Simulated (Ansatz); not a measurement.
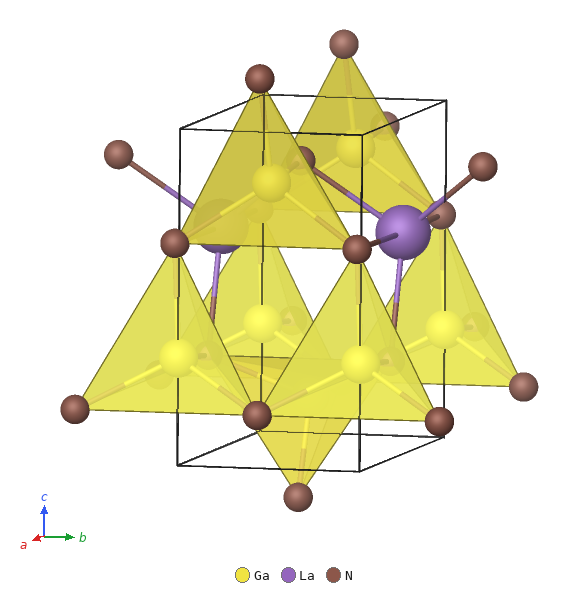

Polyhedral drawing of the structure, looking slightly off an axis. The conventional unit cell is drawn as a box. Some neighbours outside the box are added.

LaGa3N4, space group Pm (No. 6), a = 5.438 Å, b = 3.356 Å, c = 5.988 Å, α = 90.00°, β = 91.58°, γ = 90.00°. Source of the structure: a structure type filled with these elements by a generator (whether the compound takes this form wasn't checked). Earlier steps of the study, as a rule a relaxation of our own, may have changed the cell and positions, so they can lie some per cent off the listed ones. It was the input of a calculation with Ansatz.

This one geometry was computed with Ansatz (DFT, plane waves, PAW) at five levels of theory: PBE0, r2SCAN, PBE with spin-orbit coupling, PBE and HSE06. It was relaxed beforehand with r2SCAN.

> Which level gives the highest pressure at this volume, and what does that say about its equilibrium volume?

Highest: PBE with spin-orbit coupling (3.9 GPa) and PBE (3.9 GPa), which points to the largest equilibrium volume. Lowest, with the smallest volume: PBE0 (-0.5 GPa) and HSE06 (-0.4 GPa). Levels within 0.5 GPa of each other can't be told apart.

> How does the band gap change with the level of theory?

PBE: a gap of 0.39 eV, indirect; PBE with spin-orbit coupling: a gap of 0.39 eV, indirect; r2SCAN: a gap of 0.70 eV, indirect; HSE06: a gap of 1.49 eV, indirect; PBE0: a gap of 2.17 eV, indirect.

> Collect the results in a table.

| level | cutoff (eV) | k-mesh of the run's cell | gap (eV) | pressure (GPa) |
| --- | --- | --- | --- | --- |
| PBE0 | 420 | 4×4×4 | 2.17 | -0.5 |
| r2SCAN | 500 | 6×8×4 | 0.70 | 0.0 |
| PBE with spin-orbit coupling | 420 | 6×8×4 | 0.39 | 3.9 |
| PBE | 420 | 6×8×4 | 0.39 | 3.9 |
| HSE06 | 420 | 4×4×4 | 1.49 | -0.4 |

Gaps are taken on the k-mesh or band path of each run.
